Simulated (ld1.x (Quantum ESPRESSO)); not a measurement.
**Mg: pseudopotential generation**

Magnesium (Mg, Z = 12), core [Ne], reference valence 3s2 3p0, valence charge 2. Computed at this level: TM potential, LDA (PZ), scalar-relativistic, made with ld1.x (Quantum ESPRESSO) 7.5.

## Input file
```
 &input
   title='Mg', zed=12., rel=1, dft='PZ', iswitch=3,
   config='[Ne] 3s2 3p0 3d-2',
   nld=3, rlderiv=5.65, eminld=-2.0, emaxld=5.0, deld=0.02
 /
 &inputp
   pseudotype=2, tm=.true., lloc=0,
   nlcc=.false.,
   file_pseudopw='Mg.UPF', file_wfcaegen='ae.wfc', file_wfcncgen='nc.wfc', file_beta='beta', file_chi='chi'
 /
3
3P  2  1   0.00   0.00  3.65  3.65  0.0
3D  3  2  -2.00   0.05  5.20  5.20  0.0
3S  1  0   2.00   0.00  1.75  1.75  0.0
 &test
   configts(1)='3s2 3p0'
 /
```

## Input of the test run
```
 &input
   title='Mg', zed=12., rel=1, dft='PZ', iswitch=2,
   config='[Ne] 3s2 3p0 3d-2'
 /
 &test
   file_pseudo='Mg.UPF', nconf=8,
   configts(1)='3s2 3p0',
   configts(2)='3s1 3p0',
   configts(3)='3s1.5 3p0',
   configts(4)='3s1 3p1',
   configts(5)='3s0 3p2',
   configts(6)='3s0 3p1',
   configts(7)='3s1 3p0', lsdts(7)=1,
   configts(8)='3s1.5 3p0', lsdts(8)=1
 /
```

Launched with:
```bash
ld1.x < Mg.in > Mg.out
```

## Output
```
     Program LD1 v.7.5
     --------------------------- All-electron run ----------------------------

     Mg
     scalar relativistic calculation

     atomic number is 12.00
     dft =PZ   lsd =0 sic =0 latt =0  beta=0.20 tr2=1.0E-14
     Exchange-correlation= PZ
                           (   1   1   0   0   0   0   0)
     mesh =1129 r(mesh) = 100.99726 a.u. xmin = -7.00 dx = 0.01250
     1 Ry =  13.60569312 eV, c = 137.03599908

     n l     nl                  e(Ry)          e(Ha)          e(eV)
     1 0     1S 1( 2.00)       -92.1253       -46.0627     -1253.4287
     2 0     2S 1( 2.00)        -5.8273        -2.9136       -79.2844
     2 1     2P 1( 6.00)        -3.4335        -1.7167       -46.7145
     3 0     3S 1( 2.00)        -0.3519        -0.1759        -4.7874
     3 1     3P 1( 0.00)        -0.1012        -0.0506        -1.3772

     final scf error:  2.5E-15 reached in  23 iterations

     Etot =    -398.907132 Ry,    -199.453566 Ha,   -5427.408021 eV

     Ekin =     398.893547 Ry,     199.446773 Ha,    5427.223183 eV
     Encl =    -958.469021 Ry,    -479.234511 Ha,  -13040.635369 eV
     Eh   =     191.620233 Ry,      95.810116 Ha,    2607.126083 eV
     Exc  =     -30.951890 Ry,     -15.475945 Ha,    -421.121918 eV

     normalization and overlap integrals

     s(1S/1S) =  1.000000  <r> =   0.1311  <r2> =    0.0232  r(max) =   0.0854
     s(2S/2S) =  1.000000  <r> =   0.7008  <r2> =    0.5922  r(max) =   0.5502
     s(2P/2P) =  1.000000  <r> =   0.6908  <r2> =    0.6146  r(max) =   0.4796
     s(3S/3S) =  1.000000  <r> =   3.1307  <r2> =   11.5219  r(max) =   2.5284
     s(3P/3P) =  1.000000  <r> =   4.5236  <r2> =   24.6543  r(max) =   3.4994

     ------------------------ End of All-electron run ------------------------

     --------------------- Generating NC pseudopotential ---------------------

      Generating local pot.: lloc=0, matching radius rcloc =   1.7500

      Wfc   3P  rcut= 3.633  Using Troullier-Martins method

      Wfc   3D  rcut= 5.156  Using Troullier-Martins method

     ------------------- End of pseudopotential generation -------------------

     --------------------------- All-electron run ----------------------------

     Mg
     scalar relativistic calculation

     atomic number is 12.00
     dft =PZ   lsd =0 sic =0 latt =0  beta=0.20 tr2=1.0E-14
     Exchange-correlation= PZ
                           (   1   1   0   0   0   0   0)
     mesh =1129 r(mesh) = 100.99726 a.u. xmin = -7.00 dx = 0.01250
     1 Ry =  13.60569312 eV, c = 137.03599908

     n l     nl                  e(Ry)          e(Ha)          e(eV)
     1 0     1S 1( 2.00)       -92.1253       -46.0627     -1253.4287
     2 0     2S 1( 2.00)        -5.8273        -2.9136       -79.2844
     2 1     2P 1( 6.00)        -3.4335        -1.7167       -46.7145
     3 0     3S 1( 2.00)        -0.3519        -0.1759        -4.7874
     3 1     3P 1( 0.00)        -0.1012        -0.0506        -1.3772

     final scf error:  2.5E-15 reached in  23 iterations

     Etot =    -398.907132 Ry,    -199.453566 Ha,   -5427.408021 eV

     Ekin =     398.893547 Ry,     199.446773 Ha,    5427.223183 eV
     Encl =    -958.469021 Ry,    -479.234511 Ha,  -13040.635369 eV
     Eh   =     191.620233 Ry,      95.810116 Ha,    2607.126083 eV
     Exc  =     -30.951890 Ry,     -15.475945 Ha,    -421.121918 eV

     normalization and overlap integrals

     s(1S/1S) =  1.000000  <r> =   0.1311  <r2> =    0.0232  r(max) =   0.0854
     s(2S/2S) =  1.000000  <r> =   0.7008  <r2> =    0.5922  r(max) =   0.5502
     s(2P/2P) =  1.000000  <r> =   0.6908  <r2> =    0.6146  r(max) =   0.4796
     s(3S/3S) =  1.000000  <r> =   3.1307  <r2> =   11.5219  r(max) =   2.5284
     s(3P/3P) =  1.000000  <r> =   4.5236  <r2> =   24.6543  r(max) =   3.4994

     ------------------------ End of All-electron run ------------------------

     Computing logarithmic derivative in   5.66249
     Computing logarithmic derivative in   5.66249
     Computing the partial wave expansion
       no projector for channel:   0
     R is outside the sphere for l=    1 j= 0.00
     R is outside the sphere for l=    2 j= 0.00

     ---------------------- Testing the pseudopotential ----------------------

     Mg
     scalar relativistic calculation

     atomic number is 12.00   valence charge is  2.00
     dft =PZ   lsd =0 sic =0 latt =0  beta=0.20 tr2=1.0E-14
     mesh =1129 r(mesh) = 100.99726 xmin = -7.00 dx = 0.01250

     n l     nl             e AE (Ry)        e PS (Ry)    De AE-PS (Ry)
     1 0     3S   1( 2.00)       -0.35187       -0.35187       -0.00000
     2 1     3P   1( 0.00)       -0.10122       -0.10122        0.00000

     eps = 3.6E-15  iter = 13

     Etot =    -398.907132 Ry,    -199.453566 Ha,   -5427.408021 eV
     Etotps =    -1.669382 Ry,      -0.834691 Ha,     -22.713093 eV

     Ekin =       0.471463 Ry,       0.235732 Ha,       6.414583 eV
     Encl =      -2.665165 Ry,      -1.332582 Ha,     -36.261414 eV
     Ehrt =       1.155133 Ry,       0.577566 Ha,      15.716381 eV
     Ecxc =      -0.630813 Ry,      -0.315406 Ha,      -8.582643 eV

     ---------------------- End of pseudopotential test ----------------------
```

## Output of the test run (extracts)
```
     ---------------------- Testing the pseudopotential ----------------------

     Mg
     scalar relativistic calculation

     atomic number is 12.00   valence charge is  2.00
     dft =PZ   lsd =0 sic =0 latt =0  beta=0.20 tr2=1.0E-14
     mesh =1129 r(mesh) = 100.99726 xmin = -7.00 dx = 0.01250

     n l     nl             e AE (Ry)        e PS (Ry)    De AE-PS (Ry)
     1 0     3S   1( 2.00)       -0.35187       -0.35187       -0.00000
     2 1     3P   1( 0.00)       -0.10122       -0.10122        0.00000

     eps = 3.6E-15  iter = 13

     Etot =    -398.907132 Ry,    -199.453566 Ha,   -5427.408021 eV
     Etotps =    -1.669382 Ry,      -0.834691 Ha,     -22.713093 eV

     Ekin =       0.471463 Ry,       0.235732 Ha,       6.414583 eV
     Encl =      -2.665165 Ry,      -1.332582 Ha,     -36.261414 eV
     Ehrt =       1.155133 Ry,       0.577566 Ha,      15.716381 eV
     Ecxc =      -0.630813 Ry,      -0.315406 Ha,      -8.582643 eV

     ---------------------- End of pseudopotential test ----------------------

     ---------------------- Testing the pseudopotential ----------------------

     Mg
     scalar relativistic calculation

     atomic number is 12.00   valence charge is  2.00
     dft =PZ   lsd =0 sic =0 latt =0  beta=0.20 tr2=1.0E-14
     mesh =1129 r(mesh) = 100.99726 xmin = -7.00 dx = 0.01250

     n l     nl             e AE (Ry)        e PS (Ry)    De AE-PS (Ry)
     1 0     3S   1( 1.00)       -0.84725       -0.84096       -0.00628  !
     2 1     3P   1( 0.00)       -0.52653       -0.52502       -0.00152

     eps = 4.4E-16  iter =  7

     Etot =    -398.313724 Ry,    -199.156862 Ha,   -5419.334302 eV
     Etotps =    -1.078058 Ry,      -0.539029 Ha,     -14.667721 eV
     dEtot_ae =       0.593407 Ry
     dEtot_ps =       0.591324 Ry,   Delta E=       0.002084 Ry

     Ekin =       0.299936 Ry,       0.149968 Ha,       4.080843 eV
     Encl =      -1.416277 Ry,      -0.708139 Ha,     -19.269435 eV
     Ehrt =       0.322276 Ry,       0.161138 Ha,       4.384795 eV
     Ecxc =      -0.283993 Ry,      -0.141997 Ha,      -3.863924 eV

     ---------------------- End of pseudopotential test ----------------------

     ---------------------- Testing the pseudopotential ----------------------

     Mg
     scalar relativistic calculation

     atomic number is 12.00   valence charge is  2.00
     dft =PZ   lsd =0 sic =0 latt =0  beta=0.20 tr2=1.0E-14
     mesh =1129 r(mesh) = 100.99726 xmin = -7.00 dx = 0.01250

     n l     nl             e AE (Ry)        e PS (Ry)    De AE-PS (Ry)
     1 0     3S   1( 1.50)       -0.59033       -0.58874       -0.00160
     2 1     3P   1( 0.00)       -0.30245       -0.30220       -0.00025

     eps = 7.5E-15  iter =  7

     Etot =    -398.672518 Ry,    -199.336259 Ha,   -5424.215932 eV
     Etotps =    -1.435080 Ry,      -0.717540 Ha,     -19.525255 eV
     dEtot_ae =       0.234614 Ry
     dEtot_ps =       0.234302 Ry,   Delta E=       0.000312 Ry

     Ekin =       0.403374 Ry,       0.201687 Ha,       5.488186 eV
     Encl =      -2.069153 Ry,      -1.034576 Ha,     -28.152256 eV
     Ehrt =       0.689814 Ry,       0.344907 Ha,       9.385397 eV
     Ecxc =      -0.459115 Ry,      -0.229558 Ha,      -6.246582 eV

     ---------------------- End of pseudopotential test ----------------------

     ---------------------- Testing the pseudopotential ----------------------

     Mg
     scalar relativistic calculation

     atomic number is 12.00   valence charge is  2.00
     dft =PZ   lsd =0 sic =0 latt =0  beta=0.20 tr2=1.0E-14
     mesh =1129 r(mesh) = 100.99726 xmin = -7.00 dx = 0.01250

     n l     nl             e AE (Ry)        e PS (Ry)    De AE-PS (Ry)
     1 0     3S   1( 1.00)       -0.42407       -0.42143       -0.00264
     2 1     3P   1( 1.00)       -0.15650       -0.15612       -0.00038

     eps = 2.7E-15  iter =  7

     Etot =    -398.648189 Ry,    -199.324095 Ha,   -5423.884925 eV
     Etotps =    -1.411431 Ry,      -0.705716 Ha,     -19.203498 eV
     dEtot_ae =       0.258943 Ry
     dEtot_ps =       0.257950 Ry,   Delta E=       0.000992 Ry

     Ekin =       0.579688 Ry,       0.289844 Ha,       7.887051 eV
     Encl =      -2.424617 Ry,      -1.212308 Ha,     -32.988592 eV
     Ehrt =       0.998962 Ry,       0.499481 Ha,      13.591566 eV
     Ecxc =      -0.550240 Ry,      -0.275120 Ha,      -7.486394 eV
     Epseu=      -0.015224 Ry,      -0.007612 Ha,      -0.207128 eV

     ---------------------- End of pseudopotential test ----------------------

     ---------------------- Testing the pseudopotential ----------------------

     Mg
     scalar relativistic calculation

     atomic number is 12.00   valence charge is  2.00
     dft =PZ   lsd =0 sic =0 latt =0  beta=0.20 tr2=1.0E-14
     mesh =1129 r(mesh) = 100.99726 xmin = -7.00 dx = 0.01250

     n l     nl             e AE (Ry)        e PS (Ry)    De AE-PS (Ry)
     1 0     3S   1( 0.00)       -0.48104       -0.47280       -0.00825  !
     2 1     3P   1( 2.00)       -0.19845       -0.19673       -0.00172

     eps = 6.0E-15  iter = 12

     Etot =    -398.372835 Ry,    -199.186417 Ha,   -5420.138541 eV
     Etotps =    -1.140239 Ry,      -0.570120 Ha,     -15.513744 eV
     dEtot_ae =       0.534297 Ry
     dEtot_ps =       0.529142 Ry,   Delta E=       0.005155 Ry

     Ekin =       0.726236 Ry,       0.363118 Ha,       9.880940 eV
     Encl =      -2.220279 Ry,      -1.110140 Ha,     -30.208441 eV
     Ehrt =       0.896579 Ry,       0.448290 Ha,      12.198580 eV
     Ecxc =      -0.499851 Ry,      -0.249925 Ha,      -6.800818 eV
     Epseu=      -0.042924 Ry,      -0.021462 Ha,      -0.584006 eV

     ---------------------- End of pseudopotential test ----------------------

     ---------------------- Testing the pseudopotential ----------------------

     Mg
     scalar relativistic calculation

     atomic number is 12.00   valence charge is  2.00
     dft =PZ   lsd =0 sic =0 latt =0  beta=0.20 tr2=1.0E-14
     mesh =1129 r(mesh) = 100.99726 xmin = -7.00 dx = 0.01250

     n l     nl             e AE (Ry)        e PS (Ry)    De AE-PS (Ry)
     1 0     3S   1( 0.00)       -0.90437       -0.88513       -0.01923  !
     2 1     3P   1( 1.00)       -0.57899       -0.57077       -0.00822  !

     eps = 2.6E-17  iter = 10

     Etot =    -397.990967 Ry,    -198.995484 Ha,   -5414.942965 eV
     Etotps =    -0.762859 Ry,      -0.381430 Ha,     -10.379228 eV
     dEtot_ae =       0.916165 Ry
     dEtot_ps =       0.906522 Ry,   Delta E=       0.009642 Ry

     Ekin =       0.489776 Ry,       0.244888 Ha,       6.663736 eV
     Encl =      -1.227733 Ry,      -0.613866 Ha,     -16.704155 eV
     Ehrt =       0.262340 Ry,       0.131170 Ha,       3.569319 eV
     Ecxc =      -0.234542 Ry,      -0.117271 Ha,      -3.191103 eV
     Epseu=      -0.052700 Ry,      -0.026350 Ha,      -0.717024 eV

     ---------------------- End of pseudopotential test ----------------------

     ---------------------- Testing the pseudopotential ----------------------

     Mg
     scalar relativistic calculation

     atomic number is 12.00   valence charge is  2.00
     dft =PZ   lsd =1 sic =0 latt =0  beta=0.20 tr2=1.0E-14
     mesh =1129 r(mesh) = 100.99726 xmin = -7.00 dx = 0.01250

     n l     nl             e AE (Ry)        e PS (Ry)    De AE-PS (Ry)
     1 0     3S   1( 1.00)       -0.88168       -0.88125       -0.00043
     2 1     3P   1( 0.00)       -0.55459       -0.55591        0.00133
     1 0     3S   2( 0.00)       -0.76552       -0.69288       -0.07264  !
     2 1     3P   2( 0.00)       -0.45424       -0.41460       -0.03964  !

     eps = 2.8E-16  iter =  7

     Etot =    -398.337281 Ry,    -199.168641 Ha,   -5419.654805 eV
     Etotps =    -1.108024 Ry,      -0.554012 Ha,     -15.075439 eV
     dEtot_ae =       0.569851 Ry
     dEtot_ps =       0.561357 Ry,   Delta E=       0.008494 Ry

     Ekin =       0.311496 Ry,       0.155748 Ha,       4.238112 eV
     Encl =      -1.428315 Ry,      -0.714157 Ha,     -19.433211 eV
     Ehrt =       0.327372 Ry,       0.163686 Ha,       4.454127 eV
     Ecxc =      -0.318577 Ry,      -0.159289 Ha,      -4.334467 eV

     ---------------------- End of pseudopotential test ----------------------

     ---------------------- Testing the pseudopotential ----------------------

     Mg
     scalar relativistic calculation

     atomic number is 12.00   valence charge is  2.00
     dft =PZ   lsd =1 sic =0 latt =0  beta=0.20 tr2=1.0E-14
     mesh =1129 r(mesh) = 100.99726 xmin = -7.00 dx = 0.01250

     n l     nl             e AE (Ry)        e PS (Ry)    De AE-PS (Ry)
     1 0     3S   1( 1.00)       -0.60535       -0.60617        0.00081
     2 1     3P   1( 0.00)       -0.31381       -0.31461        0.00080
     1 0     3S   2( 0.50)       -0.57154       -0.56631       -0.00524  !
     2 1     3P   2( 0.00)       -0.28823       -0.28634       -0.00190

     eps = 8.8E-15  iter = 13

     Etot =    -398.676710 Ry,    -199.338355 Ha,   -5424.272971 eV
     Etotps =    -1.440013 Ry,      -0.720006 Ha,     -19.592371 eV
     dEtot_ae =       0.230422 Ry
     dEtot_ps =       0.229369 Ry,   Delta E=       0.001053 Ry

     Ekin =       0.405336 Ry,       0.202668 Ha,       5.514875 eV
     Encl =      -2.071450 Ry,      -1.035725 Ha,     -28.183513 eV
     Ehrt =       0.691123 Ry,       0.345561 Ha,       9.403203 eV
     Ecxc =      -0.465021 Ry,      -0.232511 Ha,      -6.326936 eV

     ---------------------- End of pseudopotential test ----------------------
```

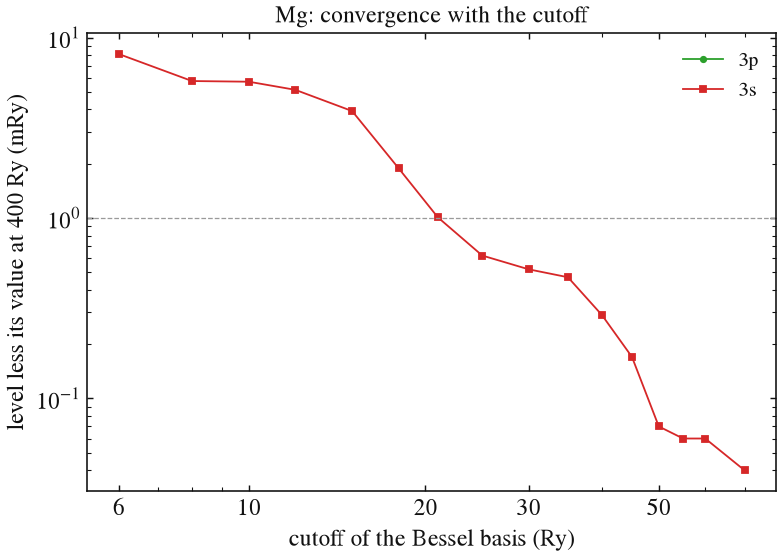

Fig. 1: The pseudo-atom Hamiltonian at the reference potential is diagonalised in spherical Bessel functions (20 bohr box) up to the cutoff. Curves: distance of each valence level from its value at 400 Ry.

- Cutoffs for 10 and 1 mRy in the occupation-weighted sum of levels: 15 Ry and 35 Ry, on the ladder of cutoffs that was run.
- Cutoffs from which each level stays within 1 mRy: 3p: 6 Ry or less; 3s: 25 Ry.

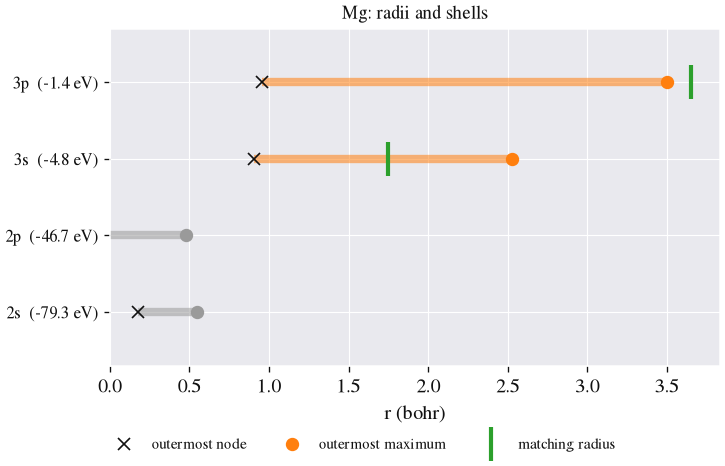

Fig. 2: Outer shells of the all-electron reference atom: each bar runs from the outermost node (or the nucleus) to the outermost maximum of u(r); the tick is the radius chosen for the pseudo-wave. Shells without a tick have no pseudo-wave of their own. Levels, nodes and maxima are from ld1.x, scalar-relativistic.

- Radii against the shells: 3s: 1.75 bohr, between node and maximum; 3p: 3.65 bohr, outside the maximum.

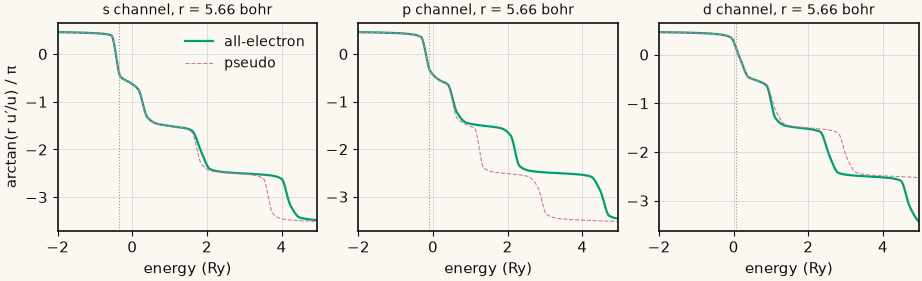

Fig. 3: Unwrapped phase arctan(r u′/u) in units of π against energy, all-electron (solid) and pseudo (dashed); the pseudo phase is matched to the all-electron one at the reference energy. Here u = r R(r). A near-vertical step is a level narrower than the spacing of the points behind the curves. The dotted line marks the reference energy of the channel.

- Range over which the phases agree within 0.05 rad: s: up to about 1.5 Ry; p: up to about 0.4 Ry; d: up to about 0.8 Ry.
- Ghost states: Going away from the reference energies, the phases part by more than π/2 in: s at about 3.7 Ry (above its reference energy, pseudo phase lower); p at about 1.2 Ry (above its reference energy, pseudo phase lower); d at about 2.6 Ry (above its reference energy, pseudo phase higher). Such a step is either a state that only one of the two atoms has or an ordinary level shifted in energy. The separate test gives: no ghost state below the valence levels in the p, d, s, f channels.

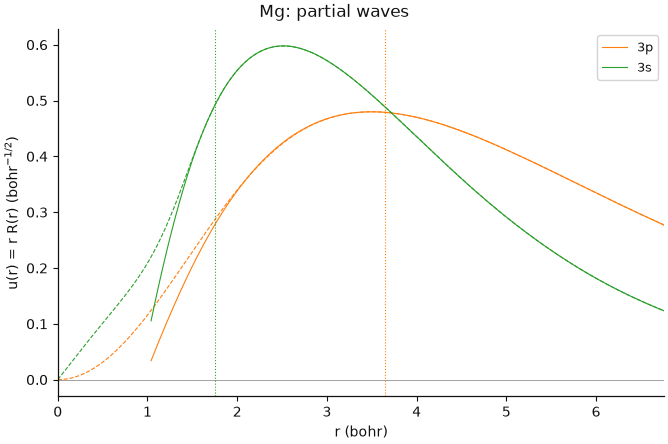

Fig. 4: Partial waves u(r) = r R(r), all-electron (solid) and pseudo (dashed). Dotted lines mark the matching radii. The innermost oscillations of some all-electron curves aren't drawn. Pseudo-waves: 3p has no node; 3s has no node.

## Summary

- outcome: generated
- cutoffs needed: 15 Ry and 35 Ry (the cutoffs, on a coarse ladder, from which the occupation-weighted sum of valence levels, in a spherical-Bessel basis at the reference potential, stays within 10 and 1 mRy of its value at 400 Ry); ghost states and empty shells don't enter this sum
- ghost test: no ghost state below the valence levels in the p, d, s, f channels (spherical-Bessel basis up to 400 Ry, 20 bohr box)
- largest excitation error: +131 meV (all-electron minus pseudo) for 3s0 3p1, out of 5 test configurations
- range over which the phases arctan(r u′/u) at the test radius agree within 0.05 rad (a looser test near the poles than one of phase shifts): s: up to about 1.5 Ry; p: up to about 0.4 Ry; d: up to about 0.8 Ry
- hardware: 1 CPU thread, shared host
- wall time: 1.2 s
